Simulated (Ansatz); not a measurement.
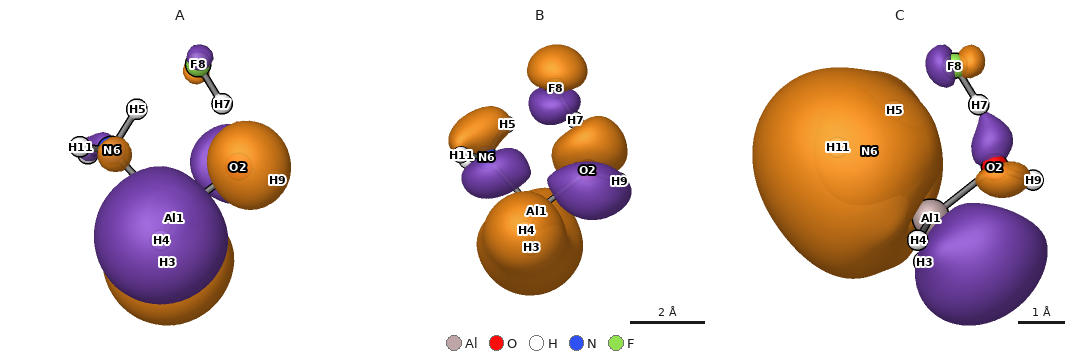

Figure 1: AlH$_{6}$NO···HF. Three frontier orbitals at ±0.06 Å⁻³ᐟ² (orange and purple are the two phases), in no order.

The calculation used RKS PBE-D4/def2-SVP (Ansatz 0.2.0).

```xyz
11

Al   -0.8023   -0.7065   -0.5854
O     0.5418   -1.3762    0.4295
H    -0.5702   -0.9283   -2.1618
H    -2.2561   -0.8392    0.0817
H     0.4898    1.1909    0.4877
N    -0.2919    1.2317   -0.2269
H     1.2840   -0.3832    1.1414
F     1.6174    0.5024    1.5081
H     0.9759   -2.2174    0.2161
H     0.0664    1.7260   -1.0554
H    -1.0548    1.7999    0.1653
```

Which picture is the HOMO−1, the HOMO and the LUMO?

Answer. B is the HOMO−1 (−7.24 eV). It lies mainly on O2 (about 25 %), Al1 (about 20 %), H3 (about 20 %), F8 (about 10 %), N6 (about 10 %) and H4 (about 5 %). A is the HOMO (−6.14 eV). It lies mainly on H4 (about 30 %), Al1 (about 25 %), H3 (about 25 %) and O2 (about 15 %). C is the LUMO (−0.30 eV). It lies mainly on Al1 (about 35 %), N6 (about 15 %), H10 (about 15 %) and H11 (about 15 %).

What is the HOMO–LUMO gap?

Answer. 5.84 eV between the orbital energies.
